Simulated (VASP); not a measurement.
Band structure of SnS2 (space group P6_3mc). Level of theory: LDA (Ceperley-Alder, Perdew-Zunger), VASP's LDA PAW potentials (set 64) (plane waves; VASP).

The path is coarsely sampled, so an indirect gap can come out somewhat too large. Unless said otherwise, spin-orbit coupling is left out, though it shifts the bands of the heavy elements here.

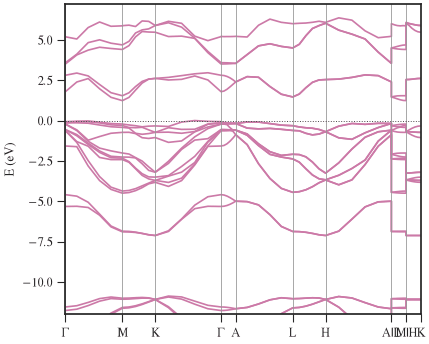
Bands along high-symmetry lines, zero at the valence-band maximum or, without a gap, the Fermi level

Read the plot: is there a gap, and where are the band edges?

The gap is indirect, 1.24 eV, from the valence maximum at K-Γ at 0.60 to the conduction minimum at M.

The structure comes from a computed database's SnS2 entry (P6_3mc); how it stands against other phases isn't given here. The cell was not relaxed at this level.
